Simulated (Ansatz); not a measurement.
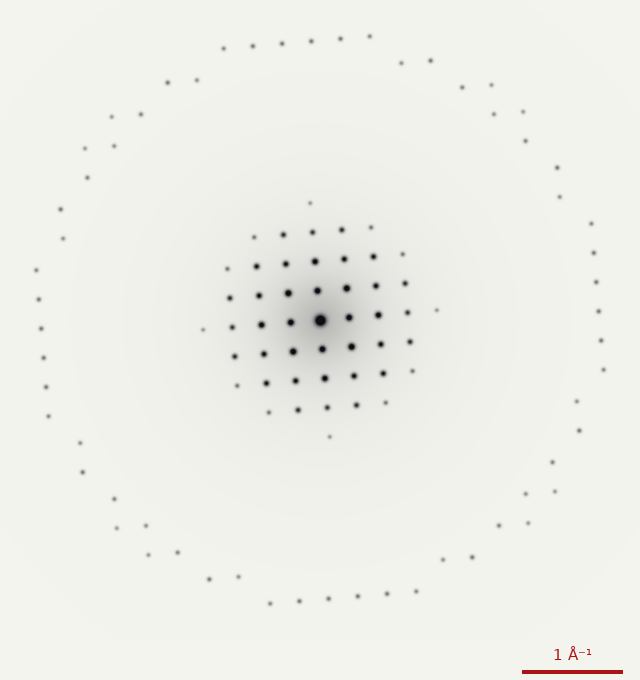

Wide-angle electron diffraction pattern, simulated kinematically at 100 kV (λ = 0.0370 Å, B = 0.2 Å², logarithmic intensity scale). The centre holds the zero-order Laue zone; the ring outside it is the first higher-order Laue zone that is excited.

Question: Measure the ring and find the spacing of the reciprocal-lattice layers along the beam.

Answer: The ring radius is about 2.8 Å⁻¹, so H ≈ λG²/2 is about 0.15 Å⁻¹, and 1/H, about 6.8 Å, is the shortest lattice translation along the beam.

The crystal is Sn2Ge, space group Fm-3m (No. 225), a = 6.792 Å, seen along [001]. Structure: the geometry relaxed with DFT LDA, scalar-relativistic, plane waves, PAW (Ansatz 0.2.0); the starting structure was generated, so it need not be a known form of this composition.

Question: What symmetry do the zero layer and the whole pattern have?

Answer: Zero layer: 4mm. With the outer ring, and with Friedel's law holding in this kinematic picture: 4mm.
